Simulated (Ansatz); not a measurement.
Input

```
crystal:
  periodic: [false, false, false]
  atoms:
    - {symbol: Si, position_ang: [-3.609462, -0.897572, -1.824087]}
    - {symbol: Si, position_ang: [-3.607409, 1.826913, 0.899144]}
    - {symbol: Si, position_ang: [-0.899175, -0.899060, -4.549528]}
    - {symbol: Si, position_ang: [-0.902638, -3.608766, -1.822267]}
    - {symbol: Si, position_ang: [-0.892656, -0.891777, 0.893708]}
    - {symbol: Si, position_ang: [1.822621, -3.609438, 0.900177]}
    - {symbol: Si, position_ang: [1.811806, -0.892323, -1.812906]}
    - {symbol: Si, position_ang: [1.825705, -0.898636, 3.608708]}
    - {symbol: Si, position_ang: [-0.889906, 1.812263, -1.813174]}
    - {symbol: Si, position_ang: [-0.895032, 4.550465, 0.896025]}
    - {symbol: Si, position_ang: [1.814260, 1.812168, 0.889434]}
    - {symbol: Si, position_ang: [-0.897203, 1.826793, 3.608273]}
    - {symbol: Si, position_ang: [4.549539, -0.900241, 0.896899]}
    - {symbol: Si, position_ang: [-2.261346, -2.259385, -3.192901]}
    - {symbol: Si, position_ang: [-2.257109, 0.460688, -0.459430]}
    - {symbol: Si, position_ang: [-2.257025, 3.195940, 2.258529]}
    - {symbol: Si, position_ang: [0.458865, 0.457732, -3.186392]}
    - {symbol: Si, position_ang: [0.458490, -2.257784, -0.459163]}
    - {symbol: Si, position_ang: [0.461193, 0.460822, 2.257487]}
    - {symbol: Si, position_ang: [3.193251, -2.260491, 2.259386]}
    - {symbol: Si, position_ang: [3.186157, 0.457254, -0.460293]}
    - {symbol: Si, position_ang: [0.461127, 3.185342, -0.460744]}
    - {symbol: H, position_ang: [-4.496023, -0.021744, -2.675585]}
    - {symbol: H, position_ang: [-4.492465, -1.756952, -0.952425]}
    - {symbol: H, position_ang: [-4.489641, 0.955811, 1.759895]}
    - {symbol: H, position_ang: [-4.494760, 2.678478, 0.024180]}
    - {symbol: H, position_ang: [-1.763227, -0.034296, -5.434456]}
    - {symbol: H, position_ang: [-0.035493, -1.763846, -5.434782]}
    - {symbol: H, position_ang: [-1.764272, -4.487901, -0.948906]}
    - {symbol: H, position_ang: [-0.029348, -4.499249, -2.672265]}
    - {symbol: H, position_ang: [-1.765554, -1.763756, 1.766844]}
    - {symbol: H, position_ang: [0.950090, -4.490097, 1.761089]}
    - {symbol: H, position_ang: [2.673091, -4.498390, 0.025782]}
    - {symbol: H, position_ang: [2.674770, -1.784972, -2.676013]}
    - {symbol: H, position_ang: [0.953522, -1.757953, 4.491253]}
    - {symbol: H, position_ang: [2.678220, -0.024203, 4.495673]}
    - {symbol: H, position_ang: [-1.781553, 2.676034, -2.676518]}
    - {symbol: H, position_ang: [-1.758827, 5.435761, 0.031393]}
    - {symbol: H, position_ang: [-0.030062, 5.435578, 1.759663]}
    - {symbol: H, position_ang: [2.678611, 2.675645, 1.780365]}
    - {symbol: H, position_ang: [-1.757905, 0.955386, 4.490243]}
    - {symbol: H, position_ang: [-0.022297, 2.678260, 4.495783]}
    - {symbol: H, position_ang: [5.434110, -1.765148, 0.032626]}
    - {symbol: H, position_ang: [5.435357, -0.036070, 1.760628]}
    - {symbol: H, position_ang: [-3.134535, -3.131800, -4.066647]}
    - {symbol: H, position_ang: [-3.128844, 4.071102, 3.130911]}
    - {symbol: H, position_ang: [1.342345, 1.340263, -4.039021]}
    - {symbol: H, position_ang: [4.067335, -3.133222, 3.131938]}
    - {symbol: H, position_ang: [4.038725, 1.339622, -1.344016]}
    - {symbol: H, position_ang: [1.344548, 4.036750, -1.344526]}
basis:
  gaussian: {orbitals: def2-SVP, fitting: {mean_field: def2-universal-jkfit}, initial_orbitals: start.molden}
hamiltonian: {xc: pbe0, dispersion: d4}
scf: {omitted_lower_state_checks: [starts]}
output: {orbitals: {seedname: orbitals}}
```

Launched as:

```sh
ansatz run in.yaml --threads 2 --pin off --events-out ev --progress --plain --max-ram 32768MiB --backend cuda --devices 0, --max-vram 18GiB
```

Geometry: PBE-D4/def2-SVP.

Theory: RKS PBE0-D4/def2-SVP in Ansatz 0.2.0.

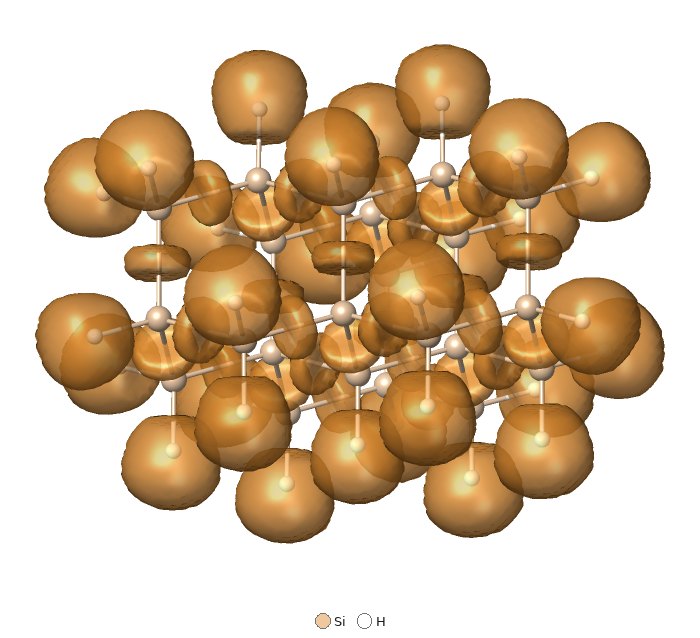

H₂₈Si₂₂. Isosurface of the electron localisation function at 0.85 (orange), seen from one side. Only the valence region is drawn (cores and ρ < 0.01 e/Å³ removed).

### Identify the bonds, lone pairs and shells in this picture.

At this value the surface marks out 30 regions between bonded Si–Si atoms (shared pairs) and 28 regions around hydrogen nuclei. Profiles from the grid: Si–Si (2.35 Å): the ELF peaks at about 1 between the atoms; localised, covalent bonding. Si–H (1.51 Å): the ELF climbs to about 1 towards the hydrogen, as it does in any bond to H.
